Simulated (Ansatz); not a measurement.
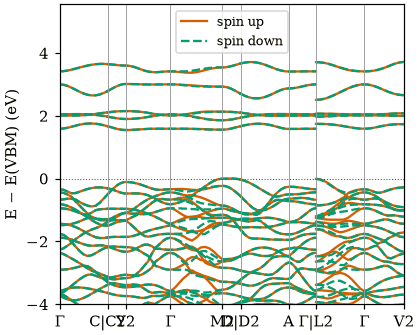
Figure: Band structure from r²SCAN (plane waves, PAW; program Ansatz)

Read off the gap and where the band edges lie.

About 1.5 eV (1.55 eV by a search for the band edges); maximum on the M2–D line, 45 % of the way from M2, minimum at Y2.

Which of these materials gives this?
A. OsCl4, Cmmm (Os on 2a, Cl on 4g, Cl on 4j)
B. YMnO3, Cmcm (Y on 4a, Mn on 4c, O on 8f, O on 4c)
C. Cl, molecular I2 type
D. FePO4, Cmcm (Fe on 4a, P on 4c, O on 8f, O on 8g)

D, FePO4, Cmcm (Fe on 4a, P on 4c, O on 8f, O on 8g)

The workflow started from a Materials Project entry (that database holds measured and hypothetical structures alike); the Crystallography Open Database copy checked does not list it. COD files the formula under space group No. 14, 61, 62, 152. Whether it is the stable phase at ambient conditions was not checked. The r²SCAN relaxation kept the symmetry of its start, as lowered by the spin order; its stability against distortions is not shown here. Magnetic state: antiferromagnetic, chosen from 2 collinear starts compared on coarse meshes (ties went to the first, and starts can fall back to one state), not a proven ground state. Other orbital occupations within this spin state were not tried. No Hubbard U is applied.

Potentials: the later of the program's two PAW sets.
